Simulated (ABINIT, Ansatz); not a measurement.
# KNaMg2F6 (P4/mmm): G0W0 with ABINIT, start to end, part 3 of 3

How does a plane-wave GW calculation on KNaMg2F6 (P4/mmm) run from the first input to the gap?

ABINIT 10.8.3; LDA and many-body steps on it, plane waves. Known limits of the many-body steps: not at the basis limit; coarse k mesh.

So far. Step 4 (Empty states on the mesh, 2×2×1 mesh, 112 bands): On this mesh the gap is 6.084 eV. Step 5 (Screening, 2×2×1 mesh, 102 bands, screening to 98 eV): Local fields lower ε∞ by 4 %. On a Γ-centred mesh this coarse the value itself is usually too large, while a short band sum pulls it down.

**6. Self-energy, 2×2×1 mesh, 102 bands, screening to 98 eV**

The self-energy is evaluated for the states that the input lists, and the levels follow from it, in one-shot runs by the linearised quasiparticle equation.

This step: G0W0 on LDA, plane waves, norm-conserving pseudopotentials.

Input file run.abi:

```
acell 3*1.0 Angstrom
rprim 
  4.007581000000 0.000000000000 0.000000000000
  0.000000000000 4.007581000000 0.000000000000
  0.000000000000 0.000000000000 7.994870000000
ntypat 4
znucl 19 11 12 9
natom 10
typat 1 2 3 3 4 4 4 4 4 4
xred 
  0.500000000000 0.500000000000 0.500000000000
  0.500000000000 0.500000000000 0.000000000000
  0.000000000000 0.000000000000 0.246633000000
  0.000000000000 0.000000000000 0.753367000000
  0.500000000000 0.000000000000 0.243520000000
  0.500000000000 0.000000000000 0.756480000000
  0.000000000000 0.500000000000 0.756480000000
  0.000000000000 0.500000000000 0.243520000000
  0.000000000000 0.000000000000 0.000000000000
  0.000000000000 0.000000000000 0.500000000000
pp_dirpath "pseudos"
pseudos "K.upf, Na.upf, Mg.upf, F.upf"
ecut 38
ngkpt 2 2 1
nshiftk 1
shiftk 0 0 0
kptopt 1
chksymbreak 0
istwfk *1
occopt 1
irdwfk 1
optdriver 4
nband 102
gwcalctyp 0
ecutsigx 38
symsigma 1
nkptgw 2
kptgw 
  0.5000000000 0.5000000000 0.0000000000
  0.0000000000 0.0000000000 0.0000000000
bdgw 
  39 42
  38 42
ecuteps 3.6
irdscr 1
ppmodel 1
indata_prefix "in"
outdata_prefix "out"
tmpdata_prefix "tmp"
```

Run with:

```sh
OMP_NUM_THREADS=1 mpirun -n 4 abinit run.abi > log
```

Numbers of over 12 decimals in the logs are rounded to 6 here.

What it wrote:

```text
.Version 10.8.3 of ABINIT. v10.8.2 released Aug 2026.

 Symmetries : space group P4/m m m (#123); Bravais tP (primitive tetrag.)
[... echo of the input left out ...]
== DATASET  1 ==================================================================
-   mpi_nproc: 4, omp_nthreads: 1 (-1 if OMP is not activated)

--- !DatasetInfo
iteration_state: {dtset: 1, }
dimensions: {natom: 10, nkpt: 3, mband: 102, nsppol: 1, nspinor: 1, nspden: 1, mpw: 9813, }
cutoff_energies: {ecut:  38.0, pawecutdg:  -1.0, }
electrons: {nelect:   8.00000000E+01, charge:   0.00000000E+00, occopt:   1.00000000E+00, tsmear:   1.00000000E-02, }

 SIGMA: Calculation of the GW corrections

 Based on a program developped by R.W. Godby, V. Olevano, G. Onida, and L. Reining.
 Incorporated in ABINIT by V. Olevano, G.-M. Rignanese, and M. Torrent.
.Using double precision arithmetic ; gwpc =  8

[... cell and pseudopotentials left out ...]
--------------------------------------------------------------------------------

 ==== K-mesh for the wavefunctions ====
 Number of points in the irreducible wedge :     3
[... list of points left out ...]
 Together with 16 symmetry operations and time-reversal symmetry
 yields     4 points in the full Brillouin Zone.

 ==== Q-mesh for screening function ====
 Number of points in the irreducible wedge :     3
[... list of points left out ...]
 Together with 16 symmetry operations and time-reversal symmetry
 yields     4 points in the full Brillouin Zone.

 vcoul_init : cutoff-mode = AUXILIARY_FUNCTION
 q-points for optical limit:   1
     1)      0.000010    0.000020    0.000030
 setmesh: FFT mesh size selected  =    45x   45x   90
          total number of points  =       182250

 Number of electrons calculated from density =   80.0000; Expected =   80.0000
 average of density, n =  0.092325
 r_s =    1.3726
 omega_plasma =   29.3099 [eV]

 === KS Band Gaps ===
  >>>> For spin  1
   Minimum direct gap =   6.4844 [eV], located at k-point      :   0.0000  0.0000  0.0000
   Fundamental gap    =   6.0840 [eV], Top of valence bands at :   0.5000  0.5000  0.0000
                                       Bottom of conduction at :   0.0000  0.0000  0.0000
 SIGMA fundamental parameters:
 PLASMON POLE MODEL  1
 number of plane-waves for SigmaX                 9813
 number of plane-waves for SigmaC and W            297
 number of plane-waves for wavefunctions          9813
 number of bands                                   102
 number of independent spin polarizations            1
 number of spinorial components                      1
 number of k-points in IBZ                           3
 number of q-points in IBZ                           3
 number of symmetry operations                      16
 number of k-points in BZ                            4
 number of q-points in BZ                            4
 number of frequencies for dSigma/dE                 9
 frequency step for dSigma/dE [eV]                0.25
 number of omega for Sigma on real axis              0
 max omega for Sigma on real axis  [eV]           0.00
 zcut for avoiding poles [eV]                     0.10

 EPSILON^-1 parameters (SCR file):
 dimension of the eps^-1 matrix on file            297
 dimension of the eps^-1 matrix used               297
 number of plane-waves for wavefunctions          9813
 number of bands                                   102
 number of q-points in IBZ                           3
 number of frequencies                               2
 number of real frequencies                          1
 number of imag frequencies                          1

 matrix elements of self-energy operator (all in [eV])

 Perturbative Calculation

--- !SelfEnergy_ee
iteration_state: {dtset: 1, }
kpoint     : [   0.500,    0.500,    0.000, ]
spin       : 1
KS_gap     :   10.008
QP_gap     :   15.030
Delta_QP_KS:    5.022
data: !SigmaeeData |
     Band     E0 <VxcDFT>   SigX SigC(E0)      Z dSigC/dE  Sig(E)    E-E0       E
       39  -0.513 -22.622 -30.503   5.079   0.820  -0.219 -24.919  -2.297  -2.810
       40  -0.513 -22.622 -30.503   5.079   0.820  -0.219 -24.919  -2.297  -2.810
       41   9.495 -10.624  -5.280  -2.287   0.891  -0.122  -7.899   2.725  12.220
       42   9.638 -12.518  -6.401  -2.470   0.887  -0.127  -9.283   3.235  12.872

--- !SelfEnergy_ee
iteration_state: {dtset: 1, }
kpoint     : [   0.000,    0.000,    0.000, ]
spin       : 1
KS_gap     :    6.484
QP_gap     :   11.206
Delta_QP_KS:    4.722
data: !SigmaeeData |
     Band     E0 <VxcDFT>   SigX SigC(E0)      Z dSigC/dE  Sig(E)    E-E0       E
       38  -0.915 -22.366 -30.185   4.981   0.821  -0.218 -24.696  -2.330  -3.245
       39  -0.913 -22.367 -30.182   4.975   0.822  -0.217 -24.701  -2.334  -3.247
       40  -0.913 -22.367 -30.182   4.975   0.822  -0.217 -24.701  -2.334  -3.247
       41   5.571 -10.642  -5.593  -2.383   0.896  -0.116  -8.254   2.388   7.959
       42   8.512 -12.317  -6.986  -2.258   0.884  -0.131  -9.601   2.716  11.228

== END DATASET(S) ==============================================================
================================================================================

 -outvars: echo values of variables after computation  --------
           etotal      0.0000000000E+00
            nband         102
             nkpt           3
          spgroup         123
 [... the other variables as echoed above ...]

 Calculation completed.
```

The job ended after 12 s (4 MPI ranks of Intel Xeon 6975P-C (Granite Rapids), shared host; peak memory 1 GiB).

Numbers from this step:

```yaml
g0w0_gap_on_the_points_computed: 10.77 eV
starting_gap_on_the_mesh: 6.084 eV
k_of_the_valence_top: 0.5, 0.5, 0
k_of_the_conduction_bottom: 0, 0, 0
z_at_the_valence_top: 0.82
z_at_the_conduction_bottom: 0.896
least_direct_g0w0_gap_on_the_computed_points: 11.20 eV
```

The gap on the mesh goes from 6.08 eV to 10.77 eV, a correction of +4.68 eV.

Limits: finite bands, cutoff and mesh; coarse k mesh. v1 is the top filled band, c1 the lowest empty one. Levels before and after the correction, in eV, zero at the valence-band top of each column:

```tsv
	conduction bottom	valence top
Kohn-Sham	6.08	0.00
G0W0	10.77	0.00
```

```tsv
	level	energy (eV)
Kohn-Sham	(0.5 0.5 0) v2-v1	0.000
Kohn-Sham	(0.5 0.5 0) c1	10.008
Kohn-Sham	(0.5 0.5 0) c2	10.151
Kohn-Sham	Γ v3-v1	-0.402
Kohn-Sham	Γ c1	6.084
Kohn-Sham	Γ c2	9.025
G0W0	(0.5 0.5 0) v2-v1	0.000
G0W0	(0.5 0.5 0) c1	15.030
G0W0	(0.5 0.5 0) c2	15.682
G0W0	Γ v3-v1	-0.435
G0W0	Γ c1	10.769
G0W0	Γ c2	14.038
```

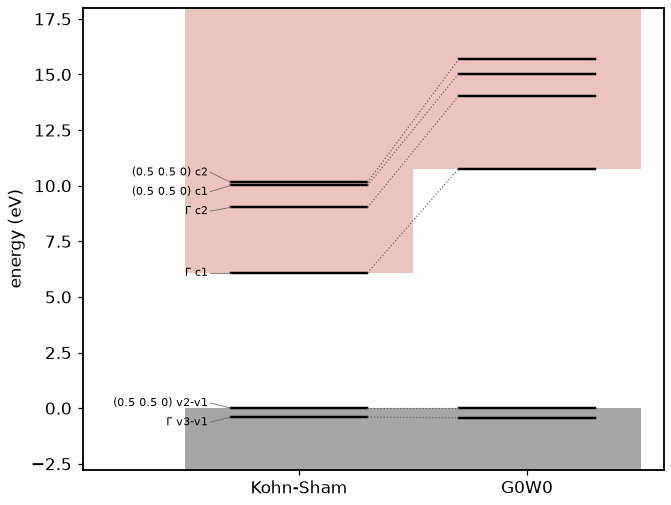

Levels before and after the correction. Shaded: valence and conduction bands.

**7. Where the time went**

Times are wall times on 4 MPI ranks of Intel Xeon 6975P-C (Granite Rapids), shared host, good to a factor of about two.

```tsv
step	time	share	memory (GiB)
ground state	6 min	53 %	0.68
bands along the symmetry lines	3.5 min	31 %	0.67
empty states on the mesh	53 s	8 %	0.46
screening	46 s	7 %	1.3
self-energy	12 s	2 %	1.0
```

**8. Outcome**

* LDA gap: 6.08 eV, indirect
* G0W0 gap on the mesh: 10.77 eV
* GW settings: 2×2×1 mesh, 102 bands, screening to 98 eV, Godby-Needs plasmon pole
* known limits: not at the basis limit; coarse k mesh

In words: G0W0 moves the gap on the mesh from 6.08 eV to 10.77 eV (+4.68 eV), with Z of 0.82 and 0.90 at the edges. Local fields lower the RPA ε∞ on this mesh from 2.06 to 1.97; a Γ-centred mesh this coarse tends to raise both, most where the direct gap is narrow, while a short band sum lowers them. Only 2 of the mesh's irreducible points were corrected, so a valley elsewhere could overtake. The dearest step here is «ground state». Bands and cutoff are finite, so the gap is not at the basis limit. The miss can reach some tenths of an eV and take either sign; the mesh is an error of its own. In the G0W0 run levels were corrected at 2 k points alone, so a gap called «on the mesh» is the least over those, and an edge elsewhere would be missed. The 2×2×1 mesh is coarse for this cell, which bears on the long-range parts of exchange and screening.

[Paths, hosts, dates, memory and timing lines, banners, echoed tables and standing remarks are left out of the program output.]

[Logs are printed without paths, hosts, clocks, repeated set-up lines and the standing remarks that a program may print on its own settings, such as how far it seeks lower states.]

[Runs of the session that timed out or met a known fault of the program may be left out.]

[Hosts, paths, dates, database ids (printed as entryN), source tags and the programs' standing remarks are cut or masked in the printed files.]

[G0W0 gaps are taken among the corrected bands and points alone; a level outside them can change the order at an edge.]

[Where Ansatz stands beside ABINIT at settings called matched, ABINIT's density can come from a denser mesh and the files from another edition; pairs whose starting gaps differed by over 0.03 eV were left out, so agreement reads better than it is.]
